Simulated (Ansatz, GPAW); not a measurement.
# KTlSO (model structure): optical spectrum from first principles, part 2 of 2

Wanted: where KTlSO (model structure) starts to absorb, how strongly, and its refractive index. The cell was made here by substitution or stacking, whether or not such a phase is known. It was built so: 1 of the 2 O atoms of the cell replaced by S in the R-3m structure of KTlO2. The cell is first relaxed with Ansatz.

GPAW 26.7.0; DFT, revPBE, plane-wave PAW (GPAW data sets), scalar-relativistic, RPA, optical limit.

So far: Set-up; Relaxation.

## Step 3: Ground state

The self-consistent density comes first; it also tells whether there is a gap, which decides the occupations and the need for a Drude term.

This step: DFT, revPBE, plane-wave PAW (GPAW data sets), scalar-relativistic, ground state (GPAW 26.7.0).

Contents of gs.py:

```python
from ase import Atoms
from ase.dft.bandgap import bandgap
from gpaw import GPAW, PW, FermiDirac

atoms = Atoms(['Tl', 'K', 'S', 'O'],
              cell=[[1.915668868710, 1.106011937011, 6.905417393803],
                    [-1.915668868710, 1.106011937011, 6.905417393803],
                    [0.000000000000, -2.212023874072, 6.905417393795]],
              scaled_positions=[[0.009820119600, 0.009820119600, 0.009820119600],
                                [0.485553760900, 0.485553760900, 0.485553760900],
                                [0.269445842400, 0.269445842400, 0.269445842400],
                                [0.735180277200, 0.735180277200, 0.735180277200]],
              pbc=[True, True, True])
atoms.calc = GPAW(mode=PW(450), xc='revPBE', kpts={'size': (7, 7, 7), 'gamma': True},
                  occupations=FermiDirac(0.05), maxiter=150, txt='gs.txt')
print('energy (eV)', atoms.get_potential_energy())
print('Fermi level (eV)', atoms.calc.get_fermi_level())
print('valence electrons', atoms.calc.get_number_of_electrons())
print('gap (eV)', bandgap(atoms.calc, output=None)[0])
print('direct gap (eV)', bandgap(atoms.calc, direct=True, output=None)[0])
atoms.calc.write('gs.gpw')
```

Command:

```
> OMP_NUM_THREADS=1 python gs.py
```

Numbers of over 12 decimals in the logs are rounded to 6 here.

Log:

```text
__  _  _
 | _ |_)|_||  |
 |__||  | ||/\| - 26.7.0

Versions:
  Python: 3.12.14
  ASE:    3.29.0
  Numpy:  2.5.5
  Scipy:  1.18.1
  Libxc:  7.0.0

Input parameters:
  mode=PW(ecut=450.000000),
  kpts=MonkhorstPack(size=(7, 7, 7), gamma=True),
  maxiter=150,
  occupations=Occupations(name='fermi-dirac', width=0.05, fixmagmom=False),
  xc=XC(name='revPBE')

Diagonalizing LCAO Hamiltonian
Converting LCAO to pw mode

       O

       K

       S

       Tl

Atoms  # Å, Bohr magnetons
|   | symbol |         x |         y |         z |    initial magnetic moments |
| 0 |     Tl |  0.000000 | -0.000000 |  0.203436 | ( 0.0000,  0.0000,  0.0000) |
| 1 |      K | -0.000000 | -0.000000 | 10.058854 | ( 0.0000,  0.0000,  0.0000) |
| 2 |      S | -0.000000 | -0.000000 |  5.581908 | ( 0.0000,  0.0000,  0.0000) |
| 3 |      O |  0.000000 | -0.000000 | 15.230180 | ( 0.0000,  0.0000,  0.0000) |

Unit cell  # Å
| periodic |         x |         y |        z |  lengths |    angles |
|      yes |  1.915669 |  1.106012 | 6.905417 | 7.251058 | 30.637851 |
|      yes | -1.915669 |  1.106012 | 6.905417 | 7.251058 | 30.637851 |
|      yes |  0.000000 | -2.212024 | 6.905417 | 7.251058 | 30.637851 |

Number of symmetries: 6
Symmetry operations  # r_c * U_cc + t_c -> r_c
|   | kind |            matrix            |
| 0 |  E   |  1, 0, 0,  0, 1, 0,  0, 0, 1 |
| 1 |  σ   |  1, 0, 0,  0, 0, 1,  0, 1, 0 |
| 2 |  σ   |  0, 1, 0,  1, 0, 0,  0, 0, 1 |
| 3 |  C3  |  0, 1, 0,  0, 0, 1,  1, 0, 0 |
| 4 |  C3  |  0, 0, 1,  1, 0, 0,  0, 1, 0 |
| 5 |  σ   |  0, 0, 1,  0, 1, 0,  1, 0, 0 |

BZ-sampling:
  Number of BZ points: 343
  Number of IBZ points: 44

  Monkhorst-Pack size: [7, 7, 7]
  Monkhorst-Pack shift: [0, 0, 0]

K-points  # in reciprocal-cell coordinates
|     |                                coordinates |     weight |
|   0 | (  0.00000000,   0.00000000,   0.00000000) | 0.00291545 |
|   1 | (  0.14285714,   0.00000000,  -0.14285714) | 0.01749271 |
|   2 | (  0.14285714,   0.00000000,   0.00000000) | 0.01749271 |
|   3 | (  0.14285714,   0.14285714,  -0.14285714) | 0.01749271 |
|   4 | (  0.14285714,   0.14285714,   0.00000000) | 0.01749271 |
|   5 | (  0.14285714,   0.14285714,   0.14285714) | 0.00583090 |
|   6 | (  0.28571429,  -0.14285714,  -0.14285714) | 0.01749271 |
|   7 | (  0.28571429,   0.00000000,  -0.28571429) | 0.01749271 |
|   8 | (  0.28571429,   0.00000000,  -0.14285714) | 0.03498542 |
|   9 | (  0.28571429,   0.00000000,   0.00000000) | 0.01749271 |
| ... |                                            |            |
|  43 | (  0.42857143,   0.42857143,   0.42857143) | 0.00583090 |

Plane wave coefficients: 1947
Cutoff: 450.000000 eV

Spin-components: 1 (collinear spins)
Bands:           22
Projectors:      21
Spin-degeneracy: 2
Datatype:        complex128

Parallelization:
  kpt:    1
  domain: 1
  band:   1

Density:
  Valence electrons: 34.0
  Components: 1
  Grid points: [36 36 36]
  Charge: 0.0  # |e|

Potential:
  Grid points: [36 36 36]

species:
  Tl:
    name:    Thallium
    id:
    Z:       81.0
    valence: 13
    core:    68
    charge:  0.0  # [|e|]
    compensation charges:
      type: gauss
      rc: 0.38  # [Å]
      lmax: 2
    cutoffs:
      filter: 2.11  # [Å]
      core: 2.55  # [Å]
    projectors
    | kind |    occ | energy [eV] | rcut [Å] |
    |   6s |  2.000 |      -9.422 |    1.212 |
    |   6p |  1.000 |      -2.297 |    1.270 |
    |   5d | 10.000 |     -15.492 |    1.191 |
    |    s |        |      17.789 |    1.212 |
    |    p |        |      24.914 |    1.270 |
    |    d |        |      11.720 |    1.191 |

    Using partial waves for Tl as LCAO basis

  K:
    name:    Potassium
    id:
    Z:       19.0
    valence: 9
    core:    10
    charge:  0.0  # [|e|]
    compensation charges:
      type: gauss
      rc: 0.35  # [Å]
      lmax: 2
    cutoffs:
      filter: 1.91  # [Å]
      core: 1.27  # [Å]
    projectors
    | kind |    occ | energy [eV] | rcut [Å] |
    |   3s |  2.000 |     -35.397 |    1.122 |
    |   4s |  1.000 |      -2.275 |    1.122 |
    |   3p |  6.000 |     -18.838 |    1.106 |
    |    p |        |       8.373 |    1.106 |
    |    d |        |       0.000 |    0.937 |

    Using partial waves for K as LCAO basis

  S:
    name:    Sulfur
    id:
    Z:       16.0
    valence: 6
    core:    10
    charge:  0.0  # [|e|]
    compensation charges:
      type: gauss
      rc: 0.24  # [Å]
      lmax: 2
    cutoffs:
      filter: 1.77  # [Å]
      core: 1.66  # [Å]
    projectors
    | kind |    occ | energy [eV] | rcut [Å] |
    |   3s |  2.000 |     -17.230 |    0.974 |
    |   3p |  4.000 |      -6.978 |    0.979 |
    |    s |        |       9.981 |    0.974 |
    |    p |        |      20.234 |    0.979 |
    |    d |        |       0.000 |    0.900 |

    Using partial waves for S as LCAO basis

  O:
    name:    Oxygen
    id:
    Z:       8.0
    valence: 6
    core:    2
    charge:  0.0  # [|e|]
    compensation charges:
      type: gauss
      rc: 0.21  # [Å]
      lmax: 2
    cutoffs:
      filter: 1.17  # [Å]
      core: 0.83  # [Å]
    projectors
    | kind |    occ | energy [eV] | rcut [Å] |
    |   2s |  2.000 |     -23.998 |    0.688 |
    |   2p |  4.000 |      -8.969 |    0.598 |
    |    s |        |       3.214 |    0.688 |
    |    p |        |      18.243 |    0.598 |
    |    d |        |       0.000 |    0.619 |

    Using partial waves for O as LCAO basis

Reference energy: -579344.203701  # eV

eigensolver:
  PPCG
  Converge bands: occupied
  niter=2

density mixing:
  MSR1-Mixer
  Pratt-step length: 0.05
  Maximum mixing coefficient: 0.75
  Old densities: 10
  SVD Regularization: 0.005
  Good broyden scale: 1.0
  Trust region scale: 1.0
  Backstep threshold: 4.0
  History deletion threshold: 6.0
  Fourier metric: weight=20.0, sigma=0.015

occupation numbers:
  Fermi-Dirac:
    width: 0.0500  # eV

poisson solver:
  ecut: 3600.000000  # eV

xc functional:
  name: revPBE with 2 nearest neighbor stencil

convergence criteria:
- Maximum [total energy] change in last 3 cyles: 0.0005 eV / valence electron
- Maximum integral of absolute [dens]ity change: 0.0001 electrons / valence electron
- Maximum integral of absolute [eigenst]ate change: 4e-08 eV^2 / valence electron
maximum number of iterations: 150

SCF iterations
|iter     |      energy | eigst |  dens |
|iter:   1||  -15.857535 | -0.26 |       |
|iter:   2||  -15.197047 | -1.71 | -1.05 |
|iter:   3||  -13.888596 | -0.95 | -1.10 |
|iter:   4||  -13.874985 | -2.18 | -1.48 |
|iter:   5||  -13.870949 | -2.33 | -1.67 |
|iter:   6||  -13.865509c| -2.94 | -1.93 |
|iter:   7||  -13.866285c| -4.39 | -2.63 |
|iter:   8||  -13.866508c| -5.06 | -3.04 |
|iter:   9||  -13.866539c| -6.25 | -3.59 |
|iter:  10||  -13.866543c| -7.07 | -4.19c|
|iter:  11||  -13.866543c| -8.04c| -4.72c|

Converged in 11 steps
SCF loop duration: 68.601 s (6.236 s/step)
Energy contributions relative to reference atoms: (reference = -579344.203701)

Energy contributions:
  Kinetic:          14.204125
  Coulomb:         -10.739730
  Zero:             -0.698036
  External:          0.000000
  Xc:              -16.632610
  Entropy:          -0.000583
  Spinorbit:         0.000000
  ----------------------------
  Free energy:     -13.866835
  Extrapolated:    -13.866543

dipole moment: (0.000000, 0.000000, -89.235031)  # |e|*Ang

Fermi level: 4.348
Eigenvalues  # (at kpt = [0.000, 0.000, 0.000])
| band index |      eig [eV] | occ [0-2] |
|          0 |       -25.200 |     2.000 |
|        ... |               |           |
|          9 |        -6.082 |     2.000 |
|         10 |        -6.082 |     2.000 |
|         11 |        -0.430 |     2.000 |
|         12 |         2.970 |     2.000 |
|         13 |         2.971 |     2.000 |
|         14 |         3.324 |     2.000 |
|         15 |         4.101 |     1.986 |
|         16 |         4.101 |     1.986 |
|         17 |         4.411 |     0.441 |
|         18 |         8.461 |     0.000 |
|         19 |         9.600 |     0.000 |
|         20 |        11.558 |     0.000 |
|         21 |        11.559 |     0.000 |

Gap: 0.270 eV
Transition (v -> c):
  (s=0, k=43, n=16, [0.43, 0.43, 0.43]) -> (s=0, k=0, n=17, [0.00, 0.00, 0.00])
Direct/indirect transitions are different
Direct gap: 0.310 eV
Transition at: (s=0, k=0, n=16, [0.00, 0.00, 0.00])

--- standard output ---
energy (eV) -13.866543
Fermi level (eV) 4.348066
valence electrons 34.0
gap (eV) 0.269665
direct gap (eV) 0.309868
```

The job ended after 76 s (1 thread of Intel Xeon Platinum 8375C at 2.90GHz (Ice Lake), shared host; peak memory 0.24 GiB).

Numbers from this step:

```
energy                 : -13.87 eV
Fermi energy           : 4.348 eV
gap on the k-mesh      : 0.2697 eV
direct gap on the mesh : 0.3099 eV
electrons              : 34
```

There is a gap, 0.27 eV on this mesh (points off the mesh can give less), so no carriers' term is needed.

## Step 4: Bands for the response

At the fixed density, many empty bands are solved on the mesh of the response, since the spectrum sums over them.

This step: DFT, revPBE, plane-wave PAW (GPAW data sets), scalar-relativistic, bands at fixed density (GPAW 26.7.0).

Contents of nscf.py:

```python
from ase.dft.bandgap import bandgap
from gpaw import GPAW, FermiDirac

calc = GPAW('gs.gpw').fixed_density(kpts={'size': (8, 8, 8), 'gamma': True}, nbands=65, convergence={'bands': 59},
                                    occupations=FermiDirac(0.001), txt='nscf.txt')
print('gap (eV)', bandgap(calc, output=None)[0])
print('direct gap (eV)', bandgap(calc, direct=True, output=None)[0])
print('top band over the Fermi level (eV)', min(calc.get_eigenvalues(kpt=k)[58] for k in range(len(calc.get_ibz_k_points()))) - calc.get_fermi_level())
calc.write('full.gpw', mode='all')
```

Command:

```
> OMP_NUM_THREADS=1 python nscf.py
```

Log:

```text
Diagonalizing LCAO Hamiltonian
Converting LCAO to pw mode
convergence criteria:
- Maximum integral of absolute [eigenst]ate change: 4e-08 eV^2 / valence electron
maximum number of iterations: 150

SCF iterations
|iter     |      energy | eigst |  dens |
|iter:   1||             | +3.53 |       |
|iter:   2||             | +2.32 |       |
|iter:   3||             | +1.16 |       |
|iter:   4||             | -0.06 |       |
|iter:   5||             | -0.92 |       |
|iter:   6||             | -1.81 |       |
|iter:   7||             | -2.50 |       |
|iter:   8||             | -3.32 |       |
|iter:   9||             | -4.02 |       |
|iter:  10||             | -4.82 |       |
|iter:  11||             | -5.51 |       |
|iter:  12||             | -6.31 |       |
|iter:  13||             | -6.91 |       |
|iter:  14||             | -7.27 |       |
|iter:  15||             | -7.60c|       |
SCF steps: 15
  __  _  _
 | _ |_)|_||  |
 |__||  | ||/\| - 26.7.0

Versions:
  Python: 3.12.14
  ASE:    3.29.0
  Numpy:  2.5.5
  Scipy:  1.18.1
  Libxc:  7.0.0

Input parameters:
  mode=PW(ecut=450.000000),
  convergence={'bands': 59},
  gpts=array([36, 36, 36]),
  kpts=MonkhorstPack(size=(8, 8, 8), gamma=True),
  maxiter=150,
  nbands=65,
  occupations=Occupations(name='fermi-dirac', width=0.001, fixmagmom=False),
  parallel={},
  xc=XC(name='revPBE')

--- standard output ---
gap (eV) 0.267884
direct gap (eV) 0.309868
top band over the Fermi level (eV) 29.081321
```

Run time: 4.9 min. Hardware: 1 thread; peak memory 0.38 GiB.

This step gave:

```
gap on the k-mesh : 0.2679 eV
```

## Step 5: Dielectric function, RPA

Local fields let the induced charge screen the field inside the cell, which as a rule lowers ε, most along directions where the density is uneven.

This step: DFT, revPBE, plane-wave PAW (GPAW data sets), scalar-relativistic, RPA, optical limit (GPAW 26.7.0).

Contents of df.py:

```python
from gpaw.response.df import DielectricFunction

df = DielectricFunction('full.gpw', frequencies={'type': 'nonlinear', 'domega0': 0.03, 'omega2': 8},
                        ecut=50,
                        eta=0.2,
                        nbands=59,
                        txt='df.txt')
for direction in ['x', 'z']:
    df.get_dielectric_function(xc='RPA', direction=direction, filename=f'df_{direction}.csv')
```

Command:

```
> OMP_NUM_THREADS=1 python df.py
```

Log:

```text
Using integrator: PointIntegrator
NonLinearFrequencyDescriptor(from 0.000 to 61.014 eV, 490 points)
Nonperiodic BCs:  [False False False]
Using integrator: PointIntegrator
NonLinearFrequencyDescriptor(from 0.000 to 61.014 eV, 490 points)
Nonperiodic BCs:  [False False False]

Calculating chi0 body with:
    Ground state adapter containing:
    Number of spins: 1
    Number of kpoints: 512
    Number of irreducible kpoints: 65
    Number of completely occupied states: 17
    Number of partially occupied states: 17

    Linear response parametrization:
    q_c: [0.0, 0.0, 0.0]
    Number of frequency points: 490
    Planewave cutoff: 50.0
    Number of bands: 59
    Number of planewaves: 67
    Broadening (eta): 0.2

Integrating chi0 body.

Symmetries of q_c:
    Direct symmetries (Uq -> q): 6
    Indirect symmetries (TUq -> q): 6
In total 12 allowed symmetries.

65 groups of equivalent kpoints. 87.3046875% reduction.

Integral kind: spectral function

Calculating chi0 optical extensions with:
    Ground state adapter containing:
    Number of spins: 1
    Number of kpoints: 512
    Number of irreducible kpoints: 65
    Number of completely occupied states: 17
    Number of partially occupied states: 17

    Linear response parametrization:
    Number of frequency points: 490
    Planewave cutoff: 50.0
    Number of bands: 59
    Number of planewaves: 67
    Broadening (eta): 0.2
Integrating chi0 head and wings.

Symmetries of q_c:
    Direct symmetries (Uq -> q): 6
    Indirect symmetries (TUq -> q): 6
In total 12 allowed symmetries.

65 groups of equivalent kpoints. 87.3046875% reduction.

Integral kind: spectral function wings
```

Elapsed: 70 s, on 1 thread; peak memory 0.44 GiB.

Numbers from this step:

* electronic dielectric constant ε∞, mean over x, y and z (by symmetry where fewer were run): 7.422

The Im ε has structure finer than the step of the table below, so its rows give means over 1 eV, whole bins alone (the curve runs from 0 to 28.9 eV). Peaks (eV: height): E ∥ x 2.5: 4.72, 3.4: 6.53, 4.8: 7.13; E ∥ z 6.5: 4.00, 8.9: 4.45.

Sum at mesh points, not converged in k; values under the direct gap are tails of Lorentzian lines. Im ε against photon energy; means over each step:

```csv
photon energy (eV),E ∥ x,E ∥ z
1,1.54,0.367
2,3.01,0.987
3,4.98,0.774
4,5.38,0.779
5,5.88,1.78
6,3.77,3.07
7,2.95,3.02
8,2.71,2.76
9,1.84,3.84
10,1.72,2.34
11,1.31,1.89
12,1.22,1.33
13,0.958,1.34
14,0.771,1.22
15,0.720,1.05
16,0.628,0.989
17,0.613,0.902
18,0.779,1.10
19,0.665,0.807
20,0.583,0.641
21,0.510,0.553
22,0.498,0.558
23,0.506,0.530
24,0.491,0.468
25,0.541,0.423
26,0.694,0.451
27,0.657,0.534
28,0.571,0.431
```

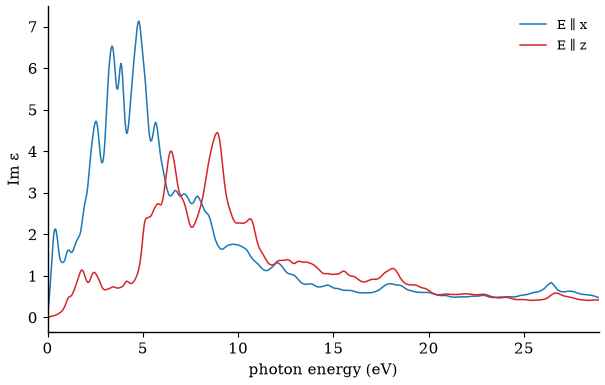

Im ε, plotted against photon energy.

The reflectivity at normal incidence has structure finer than the step of the table below, so its rows give means over 2 eV, whole bins alone (the curve runs from 0 to 28.9 eV). Peaks (eV: height): E ∥ x 3.3: 28.5, 4.9: 32.3, 8.6: 23.3; E ∥ z 1.5: 12.5, 6.5: 20.0, 9.1: 26.2, 10.9: 20.3, 18.4: 10.3.

Sum at mesh points, not converged in k. Reflectivity at normal incidence against photon energy; means over each step:

```csv
photon energy (eV),E ∥ x (%),E ∥ z (%)
2,23.3,11.1
4,27.0,11.8
6,24.9,17.2
8,20.9,16.3
10,15.4,19.6
12,11.6,11.4
14,7.35,8.86
16,3.89,6.65
18,3.85,7.50
20,3.26,5.93
22,2.14,3.58
24,1.83,2.88
26,3.12,2.18
```

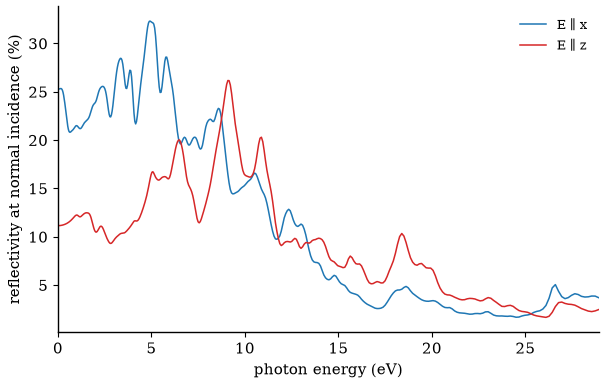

Reflectivity at normal incidence, plotted against photon energy.

The Im ε, E ∥ x has structure finer than the step of the table below, so its rows give means over 2 eV, whole bins alone (the curve runs from 0 to 28.9 eV). Peaks (eV: height): without local fields 2.5: 5.15, 3.3: 7.55, 4.7: 7.11; with local fields 2.5: 4.72, 3.4: 6.53, 4.8: 7.13.

Sum at mesh points, not converged in k; values under the direct gap are tails of Lorentzian lines. Im ε, E ∥ x against photon energy; means over each step:

```csv
photon energy (eV),without local fields,with local fields
2,3.24,2.95
4,6.36,5.82
6,4.25,3.89
8,2.95,2.58
10,1.90,1.63
12,1.33,1.17
14,0.814,0.792
16,0.652,0.633
18,1.03,0.725
20,0.951,0.578
22,1.22,0.503
24,0.766,0.497
26,0.356,0.661
```

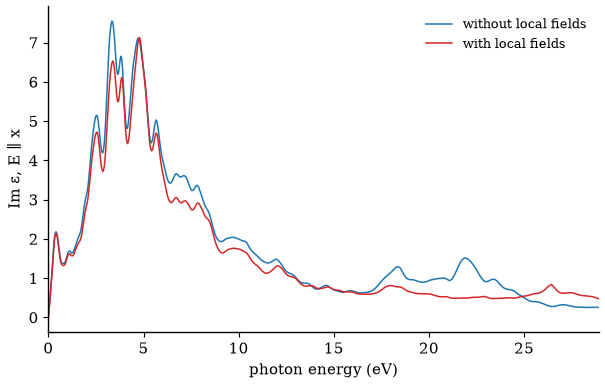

Im ε, E ∥ x, plotted against photon energy.

The loss function −Im 1/ε at q → 0 has structure finer than the step of the table below, so its rows give means over 2 eV, whole bins alone (the curve runs from 0 to 28.9 eV). Peaks (eV: height): E ∥ x 11.3: 0.820, 13.3: 1.04, 18.7: 0.801; E ∥ z 16.3: 0.787, 20.1: 1.08, 27.5: 0.759.

Sum at mesh points, not converged in k; values under the direct gap are tails of Lorentzian lines. Table of loss function −Im 1/ε at q → 0 by energy loss; means over each step:

```csv
energy loss (eV),E ∥ x,E ∥ z
2,0.0490,0.0567
4,0.115,0.0499
6,0.266,0.137
8,0.392,0.200
10,0.603,0.392
12,0.796,0.630
14,0.935,0.675
16,0.760,0.720
18,0.661,0.756
20,0.724,0.971
22,0.589,0.795
24,0.524,0.741
26,0.597,0.607
```

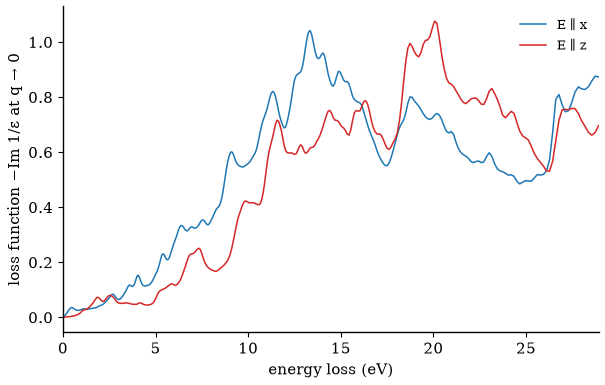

Loss function −Im 1/ε at q → 0 against energy loss.

From ε follow the optical constants at some laser and lamp lines:

```csv
wavelength (nm),n x,k x,R (%) x,1/α x,n z,k z,R (%) z,1/α z
1550,2.67,0.248,21.1,498 nm,2.05,0.044,11.9,2.8 µm
1064,2.67,0.300,21.2,283 nm,2.06,0.121,12.1,698 nm
532,2.82,0.745,25.5,57 nm,1.95,0.262,11.1,162 nm
450,2.52,0.789,22.6,45 nm,1.84,0.227,9.4,158 nm
365,2.57,1.266,28.4,23 nm,1.92,0.190,10.4,153 nm
308,2.07,1.213,24.0,20 nm,2.00,0.199,11.5,123 nm
193,1.31,1.117,20.4,14 nm,2.05,0.967,19.9,16 nm
```

Below the direct gap, k and the depth come from the tails of the Lorentzian lines, not from transitions.

## Step 6: Results

```
electronic dielectric constant ε∞, mean over x, y and z (by symmetry where fewer were run) (RPA) : 7.42
```

At this level (revPBE, RPA) KTlSO has a mean ε∞ = 7.42 and n = 2.67 at 1550 nm (E ∥ x). The cell grew by 12.7 % in volume. On the mesh the gap is 0.27 eV and the least direct gap 0.31 eV. Local fields change the static value along x from 9.79 to 9.13 (-7 %). The static values by axis are 9.13 (x), 4.01 (z). Excitons and phonon-assisted transitions are missing; revPBE gaps are as a rule too small, which pulls the onset down and ε∞ up, while the missing spin-orbit coupling works the other way with such heavy atoms. Spin-orbit coupling is left out although heavy atoms are present. The curves end at 29 eV, about where the summed bands run out. The cell grew by 13 % in the relaxation, which can come from the guessed start or, where layers or molecules are weakly bound, from the missing dispersion term; a larger cell lowers ε. The gap is small and seen on the mesh alone; bands may touch between the points, and no carriers' term was added. In this version of GPAW the matrix elements of the optical limit are incomplete, which can lower ε − 1 by up to a tenth where first-row anions or d states rule, and shift it by more in d metals. The sum runs over mesh points 0.24 Å⁻¹ apart with no interpolation, so peaks are partly noise of the mesh; over so small a direct gap single mesh points weigh heavily, so ε∞, n and their changes from run to run can be far off.

[Machine, clock and banner lines and Python warnings are left out of the logs.]

[Logs are printed without paths, hosts, clocks, repeated set-up lines and the standing remarks that a program may print on its own settings, such as how far it seeks lower states.]

[Hosts, paths, dates, database ids (printed as entryN), source tags and the programs' standing remarks are cut or masked in the printed files.]
